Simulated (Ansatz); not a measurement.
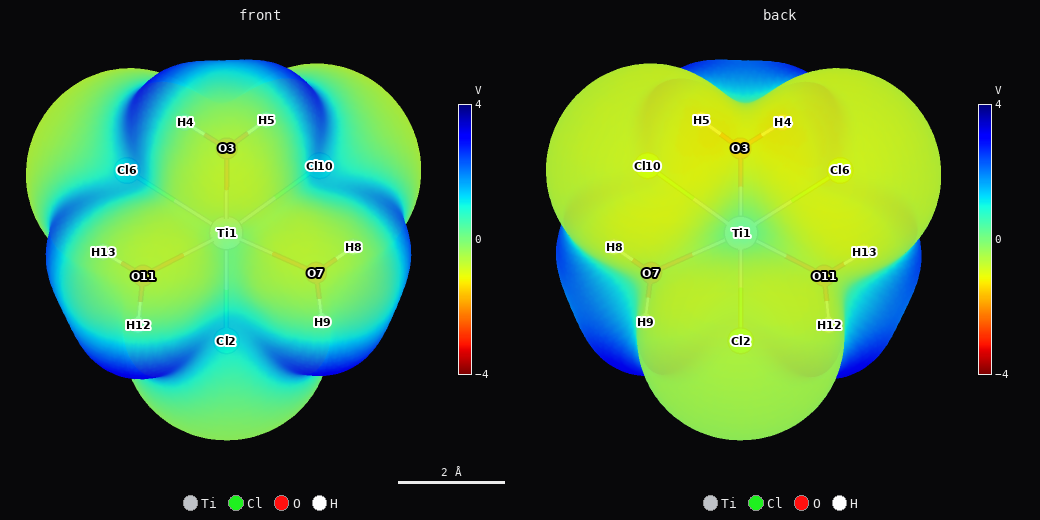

The picture shows: Cl3H6O3Ti (fac-TiCl3(H2O)3) (doublet). The electrostatic potential painted on the density surface at 0.002 e/bohr³, seen from the front and from behind; the colour scale runs from red (negative) to blue (positive).

Geometry: B3LYP-D4/def2-SVP.

The calculation used UKS PBE0-D4/def2-TZVP in Ansatz 0.2.0.

```yaml
atoms:
  - { symbol: Ti, position_ang: [0.3022, 0.3131, 0.4035] }
  - { symbol: Cl, position_ang: [-0.1187, 0.0598, 2.6302] }
  - { symbol: O, position_ang: [0.2252, 0.0817, -1.8057] }
  - { symbol: H, position_ang: [1.1629, -0.1153, -1.9883] }
  - { symbol: H, position_ang: [0.1126, 1.0125, -2.0744] }
  - { symbol: Cl, position_ang: [2.6111, -0.0592, 0.0576] }
  - { symbol: O, position_ang: [-1.9139, 0.4802, 0.1505] }
  - { symbol: H, position_ang: [-1.9427, 1.4496, 0.0156] }
  - { symbol: H, position_ang: [-2.2847, 0.3344, 1.0365] }
  - { symbol: Cl, position_ang: [0.1049, 2.6034, -0.1441] }
  - { symbol: O, position_ang: [0.3377, -1.9147, 0.2951] }
  - { symbol: H, position_ang: [0.0922, -2.2337, 1.1785] }
  - { symbol: H, position_ang: [1.3112, -2.0118, 0.2451] }
```

Question: Describe the electrostatic potential map.

Answer: The most negative region (about −1.2 V) lies over Cl6 and Cl10, the most positive (about +3.1 V) over H9 and H12.
